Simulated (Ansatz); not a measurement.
## Scanning the volume in random rock-salt (Hf, Nb, Zr, Ti)C solid solution

The script changes the volume step by step and solves each geometry.

Main program and level: Ansatz 0.2.0; Kohn-Sham DFT, PBE, PAW set soft_1, plane waves.

**1. The starting structure**

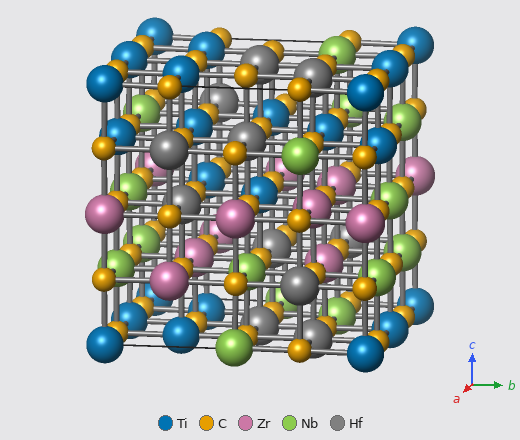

Start, viewed slightly off an axis; titanium blue, carbon orange, zirconium pink, niobium green, hafnium grey. Some periodic images of atoms are drawn too.

The cell holds 64 atoms: 10 Ti, 32 C, 7 Zr, 8 Nb and 7 Hf. Cell: a = 9.028 Å, b = 9.028 Å, c = 9.028 Å, α = 90.0°, β = 90.0°, γ = 90.0°. Rock-salt lattice (a = 4.514 A, set from the end members), 2 x 2 x 2 cells, metal sites filled at random with 7 Hf, 8 Nb, 7 Zr, 10 Ti; not relaxed, displaced by a Gaussian of 0.02 A.

**2. The script**

The script builds the cell with ASE, from fixed seeds where it draws at random, so the run can be repeated from this text alone. The 2×2×2 mesh is chosen so that along the periodic directions points times cell width come to 18.0 Å or more. A smearing of 0.025 eV is typed, narrow for a metal. The PAW files are read from a folder beside the script (Ansatz's set soft_1), and the density starts from superposed atoms. The atoms are relaxed first, so that the scan starts at or near a minimum at this cell. No cutoff is typed, so the potentials' recommended one is used (420 eV). The cell is scaled with the atoms at fixed fractional positions, and a Birch–Murnaghan curve is fitted.

curve.py reads:

```python
import time
import warnings
import numpy as np
from ase.build import bulk
from ase.eos import EquationOfState
from ase.units import GPa
import ansatz as az

warnings.simplefilter("ignore", az.DeckWarning)
u = bulk('HfC', 'rocksalt', a=4.514, cubic=True)
atoms = u.repeat([2, 2, 2])
rng = np.random.default_rng(70619)
sites = rng.permutation([a.index for a in atoms if a.symbol == 'Hf'])
new = ['Nb'] * 8 + ['Zr'] * 7 + ['Ti'] * 10
for k, e in zip(sites, new): atoms[k].symbol = e
atoms.rattle(0.02, seed=70619)
atoms.wrap()
print(atoms.get_chemical_formula(), "-", len(atoms), "atoms; cell", atoms.cell.cellpar().round(3))

def setup(atoms):
    return (
        az.Crystal.from_ase(atoms)
        .calculation()
        .functional("pbe")
        .pseudopotentials("paw", azcp={"folder": "./paw"}, xc_functional="pbe")
        .kpoints(2, 2, 2)
        .occupations("fermi_dirac", width=0.025)
    )

def gap_of(report):
    e = np.concatenate(report["eigenvalues_ev"]); f = np.concatenate(report["occupations"])
    f = f / f.max()  # a half-filled level counts on both sides, so the gap is then zero
    return e[f > 0.3].max(), e[f < 0.7].min()

def relaxed(atoms):
    steps = []
    calc = setup(atoms).relax(force_tolerance=0.03, max_steps=42).forces()
    keep = lambda event: steps.append(event["data"]) if event["event"] == "relax_step" and event["data"].get("accepted", True) else None
    try:
        az.Session.from_yaml(calc.to_yaml()).plan(threads=4).execute(on_event=keep)
    except az.NonConvergedError as error:
        print("relaxation stopped at the step limit:", str(error).split(". ")[0])
    final = atoms.copy()
    final.set_cell(steps[-1].get("cell_ang", atoms.cell))
    final.positions = steps[-1]["positions_ang"]
    print(f"{len(steps)} steps, energy change {steps[-1]['lagrangian_ev'] - steps[0]['lagrangian_ev']:+.3f} eV, largest force component {steps[-1]['allowed_force_max_ev_ang']:.3f} eV/A", flush=True)
    return final

start = time.time()
start_cell = relaxed(atoms)
start_cell.set_constraint()
print(f"relaxed first, in {time.time() - start:.0f} s")

rows = []
for x in [0.91, 0.94, 0.97, 1, 1.03, 1.06, 1.09]:
    a = start_cell.copy()
    a.set_cell(a.cell[:] * x ** (1 / 3), scale_atoms=True)
    try:
        r = setup(a).forces().stress().band_table().run(threads=4).report
    except az.AnsatzError as error:
        print(x, 'failed:', str(error)[:110])
        continue
    print(x, f"F = {r['free_energy_ev']:.4f} eV after {r['n_iterations']} iterations", flush=True)
    homo, lumo = gap_of(r)
    rows.append((x, r['free_energy_ev'], np.sqrt(np.mean(np.square(r['forces_ev_ang']))), max(lumo - homo, 0), np.trace(r['stress_gpa']) / 3))
low = min(e for _, e, *_ in rows)
print("      V/V0  E - Emin (meV/atom)  rms force (eV/A)  gap (eV)  P (GPa)")
for x, e, f, gap, p in rows:
    print(f"{x:10.3f} {1000 * (e - low) / len(atoms):20.2f} {f:17.3f} {gap:9.3f} {p:8.2f}")
eos = EquationOfState([x * atoms.get_volume() for x, *_ in rows], [e for _, e, *_ in rows], "birchmurnaghan")
v0, e0, b0 = eos.fit()
print(f"fit with the ions carried along unrelaxed: V0 = {v0 / len(atoms):.3f} A^3/atom ({v0 / atoms.get_volume():.3f} of the start), B0 = {b0 / GPa:.1f} GPa")
```

On the command line:

```console
python curve.py
```

The log of the run:

```text
C32Hf7Nb8Ti10Zr7 - 64 atoms; cell [ 9.028  9.028  9.028 90.    90.    90.   ]
11 steps, energy change -1.687 eV, largest force component 0.007 eV/A
relaxed first, in 164 s
0.91 F = -208829.8854 eV after 13 iterations
0.94 F = -208833.5955 eV after 13 iterations
0.97 F = -208835.8365 eV after 13 iterations
1 F = -208836.8148 eV after 14 iterations
1.03 F = -208836.7013 eV after 14 iterations
1.06 F = -208835.6580 eV after 14 iterations
1.09 F = -208833.8086 eV after 14 iterations
      V/V0  E - Emin (meV/atom)  rms force (eV/A)  gap (eV)  P (GPa)
     0.910               108.27             0.107     0.000    32.84
     0.940                50.30             0.068     0.000    21.33
     0.970                15.29             0.032     0.000    11.45
     1.000                 0.00             0.002     0.000     2.94
     1.030                 1.77             0.028     0.000    -4.36
     1.060                18.07             0.054     0.000   -10.65
     1.090                46.97             0.077     0.000   -16.05
fit with the ions carried along unrelaxed: V0 = 11.630 A^3/atom (1.012 of the start), B0 = 250.4 GPa
```

The job ended after 5.8 min (4 threads of AMD EPYC 9B45 (Zen 5), shared host; peak memory 6 GiB; 22 min of CPU time).

**3. What the run shows**

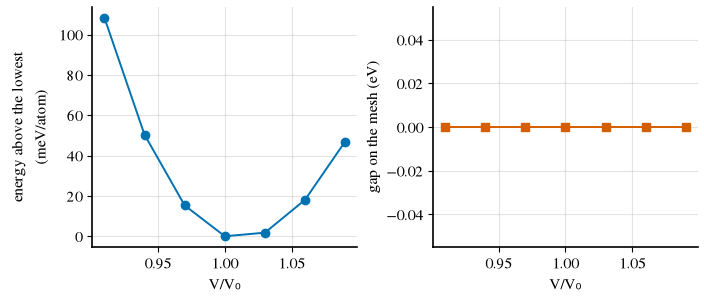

Energy and gap along the scan.

**4. Outcome**

```json
{
 "lowest point of the scan": "1 times the starting volume",
 "energy range": "108 meV/atom",
 "fitted volume": "11.630 Å³/atom",
 "fitted bulk modulus, ions unrelaxed": "250.4 GPa"
}
```

**Reading.** The lowest of the points computed is at 1 times the starting volume; the scan spans 108 meV/atom. With the ions carried along unrelaxed the modulus tends to lie above the relaxed one. Bands overlap or touch in every run, so the cell is a metal at this level and any non-zero gap printed is a spacing between sampled levels. A metal needs a dense mesh, and this one wasn't tested.

[Logs are printed without paths, hosts, clocks, repeated set-up lines and the standing remarks that a program may print on its own settings, such as how far it seeks lower states.]

[Hosts, paths, dates, database ids (printed as entryN), source tags and the programs' standing remarks are cut or masked in the printed files.]

[Scripts of this kind were picked in part by their result: those with far moves, changed bonds, near-zero gaps or large misses at database cells are mostly left out.]
